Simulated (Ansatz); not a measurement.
The reference is Sr in the fcc (Cu type) structure (space group Fm-3m, No. 225; a = 6.100 Å). Axes: x, y, z lie along the cube axes.

Structures relaxed with r2SCAN (Ansatz, a first-principles code; PAW; 500 eV plane waves; without spin-orbit coupling).

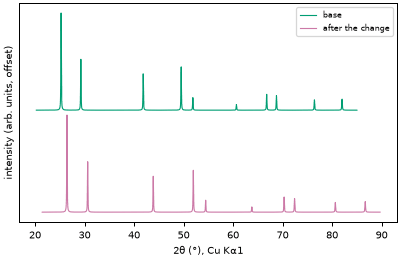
Simulated powder patterns before (top) and after one change

Q: Which change produced these results?
(A) isotropic strain −4.41 %
(B) biaxial strain −0.45 %, plane normal [001], relaxed out of plane
(C) isotropic strain +3.93 %
(D) uniaxial strain ε_zz = −2.05 %

A: A, isotropic strain −4.41 %. Its volume per atom is 49.56 Å³ against 56.74 Å³, and its space group is Fm-3m (No. 225).

No phonon test of stability was made.
